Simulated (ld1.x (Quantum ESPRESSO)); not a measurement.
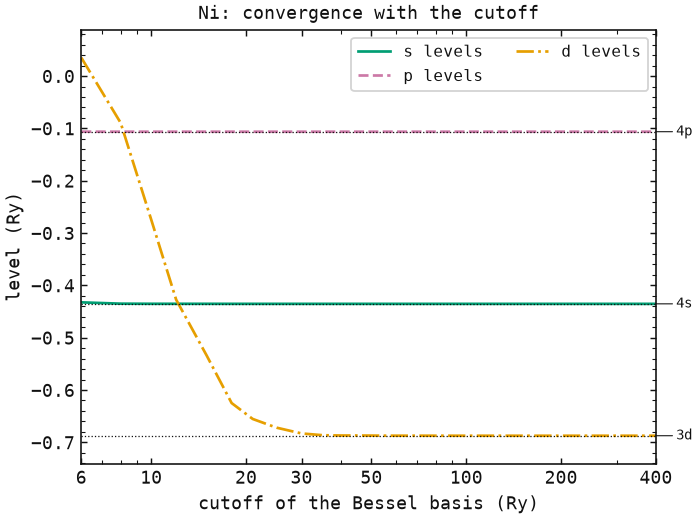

The pseudo-atom Hamiltonian at the reference potential is diagonalised in spherical Bessel functions (20 bohr box) up to the cutoff. Curves: the lowest levels of each channel that holds a bound state. Dotted lines: the all-electron valence levels.

* Element: Ni
* Generator: ld1.x (Quantum ESPRESSO) 7.5
* Type: PAW
* Functional: revPBE
* Relativity: scalar-relativistic
* Frozen core: [Ar]
* Valence charge: 10
* Reference configuration: 3d8 4s1.75 4p0.25
* Partial waves: 4s (bound): rcut 1.65, rcutus 2.10 bohr; 4s channel at 1.1 Ry: rcut 1.65, rcutus 2.10 bohr; 4p (bound): rcut 2.20, rcutus 2.35 bohr; 4p channel at 0.45 Ry: rcut 2.20, rcutus 2.35 bohr; 3d (bound): rcut 1.30, rcutus 1.70 bohr; 3d channel at 0.75 Ry: rcut 1.30, rcutus 1.70 bohr
* Local potential: all-electron potential smoothed inside 2.05 bohr (lloc = -2)
* Core correction: a·sin(br)/r model core inside 1.35 bohr
* Augmentation charge: PSQ, inside the norm-conserving radii

> Does every curve settle on an all-electron level?

No ghost state below the valence levels in the s, p, d, f channels. The curves of the valence states settle on the dotted lines.

> Read the all-electron valence levels.

4s: -0.44 Ry; 4p: -0.11 Ry; 3d: -0.69 Ry.

> Which level is furthest from its value at the highest cutoff when the cutoff is lowest, 6 Ry?

3d, by 0.72 Ry, against 0.00 Ry for 4s.
